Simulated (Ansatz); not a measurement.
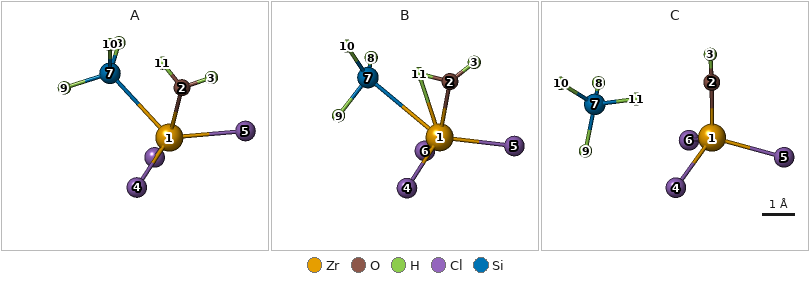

3 geometries from a converged minimum-energy path of ZrSiH5OCl3, made up at the start of ZrHOCl₃ and SiH₄, shuffled. Style: ball-and-stick. Shown at a tilt.

Method: RKS PBE-D4/def2-SVP in Ansatz 0.2.0. Set-up: 7 movable images; climbing image; force threshold 0.05 eV/Å; iteration limit 60; starting path through a guess of the saddle point.

### Which frame is the transition state?

B. In order along the path, whose images run from 0 to 8: C (image 1, +0.5 kcal/mol), B (image 4, +37.8 kcal/mol), A (image 7, +24.8 kcal/mol). Breaking: Si7–H11 (1.51 → 1.90 at the top → 2.59 Å). Forming: O2–H11 (2.86 → 1.22 at the top → 0.99 Å), Zr1–Si7 (4.13 → 2.98 at the top → 2.76 Å).

Limits of the set-up: the start holds two separate molecules, 2.9 Å apart at their closest, whose relative position is a soft coordinate.

Cost: 4.6 min on 4 threads of Arm Neoverse V2 (shared host), peak memory 0.25 GiB.
